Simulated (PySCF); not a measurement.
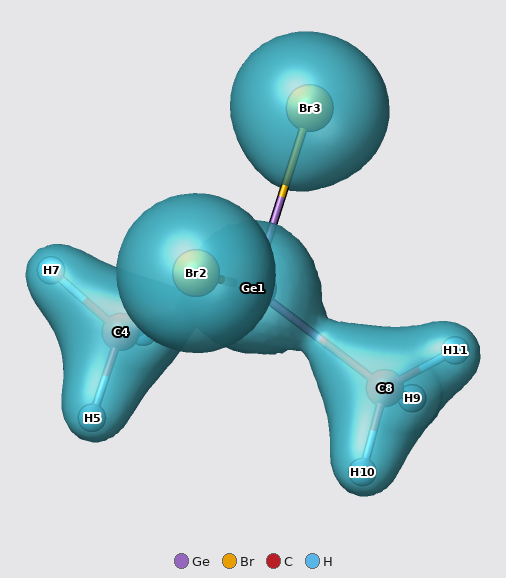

The picture shows: C$_{2}$H$_{6}$Br$_{2}$Ge (SMILES [CH3][Ge]([CH3])([Br])[Br]). Isosurface of the total electron density at 0.8 e/Å³ (cyan), seen at a tilt.

Geometry: PBE0-D3(BJ)/def2-SVP.

These are results of PySCF 2.14.0, PBE0/def2-SVPD, SCF density, gas phase, not measurements.

Input file:

```
{"job": {"kind": "uv", "xc": "PBE0", "basis": "def2-SVPD", "ip": false, "nstates": 15}, "charge": 0, "multiplicity": 1}
Ge     0.493156    -0.006767     0.343046
Br     0.548797     0.024180     2.660607
Br     2.678646    -0.027232    -0.419095
C     -0.325670     1.641673    -0.258979
H     -1.372964     1.677444     0.073244
H     -0.280701     1.693279    -1.356395
H      0.219377     2.495701     0.164665
C     -0.347391    -1.660253    -0.214538
H     -0.409255    -1.688493    -1.312226
H     -1.357100    -1.723006     0.215834
H      0.251176    -2.512027     0.134747
```

Run with:

```sh
OMP_NUM_THREADS=1 python probes_run.py task.json out
```

### How is the density connected at this value?

At this value the surface falls into three separate pieces. It bridges the sampled C–Ge (1.94 Å) and C–H (1.10 Å) contacts, where the density stays above the isovalue. It is pinched off along the sampled Ge–Br (2.31 Å) contacts. On the grid the lowest density along these lines, outside the cores, is 0.9 e/Å³ (C–Ge, 1.94 Å), 0.6 e/Å³ (Ge–Br, 2.31 Å) and 1.8 e/Å³ (C–H, 1.10 Å).
